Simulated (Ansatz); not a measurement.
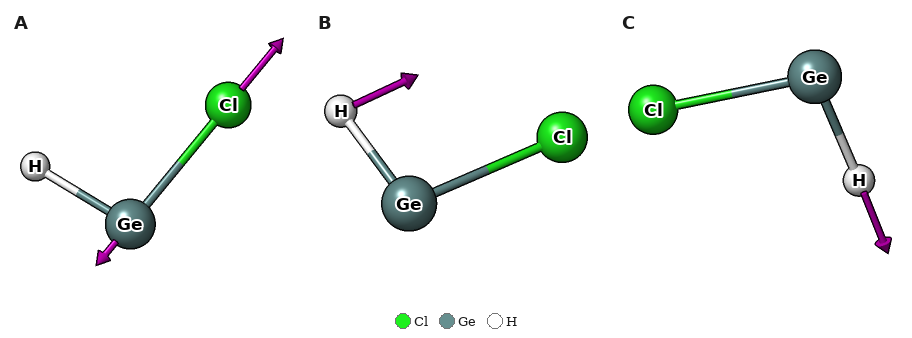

3 normal modes of one molecule or complex, as arrows. Harmonic vibrations computed with RKS PBE0-D4/def2-TZVP (Ansatz 0.2.0) at a stationary point of the same level.

Match the panels to the wavenumbers 403 cm⁻¹, 728 cm⁻¹, 1905 cm⁻¹.

Answer. A: 403 cm⁻¹, Ge–Cl stretching
B: 728 cm⁻¹, Cl–Ge–H bending
C: 1905 cm⁻¹, Ge–H stretching
